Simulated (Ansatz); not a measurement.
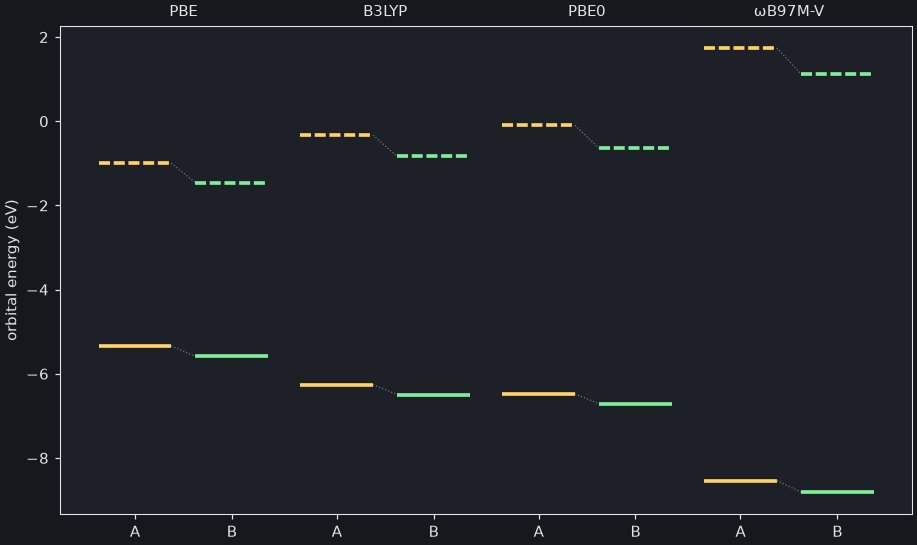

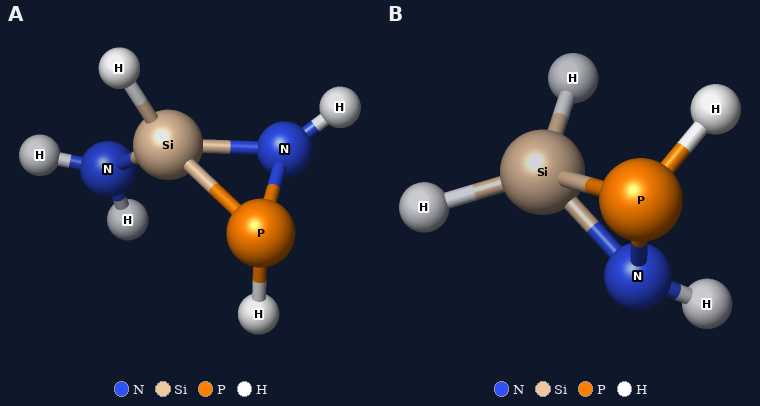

One change: A, SiPN₂H₅ (SMILES N[Si@@H]1NP1), becomes B, SiPNH₄ (SMILES N1[SiH2]P1). NH₂ on Si is replaced by H. HOMO (solid) and LUMO (dashed) computed in def2-TZVPP at PBE0-D4/def2-TZVP geometries, both minima by their frequencies, gas phase, the Ansatz code 0.2.0. Empty levels above zero depend strongly on the basis.

What does the change do to HOMO and LUMO?

PBE: the HOMO falls by 0.25 eV, the LUMO falls by 0.47 eV, and the separation goes from 4.34 to 4.13 eV. B3LYP: the HOMO falls by 0.23 eV, the LUMO falls by 0.51 eV, and the separation goes from 5.93 to 5.66 eV. PBE0: the HOMO falls by 0.24 eV, the LUMO falls by 0.55 eV, and the separation goes from 6.38 to 6.07 eV. ωB97M-V: the HOMO falls by 0.28 eV, the LUMO falls by 0.62 eV, and the separation goes from 10.28 to 9.94 eV.

Do the functionals agree on the effect?

They agree on the direction for both levels; the HOMO shift lies between −0.28 and −0.23 eV and the LUMO shift between −0.62 and −0.47 eV, while the separations themselves differ by up to 5.9 eV between functionals.
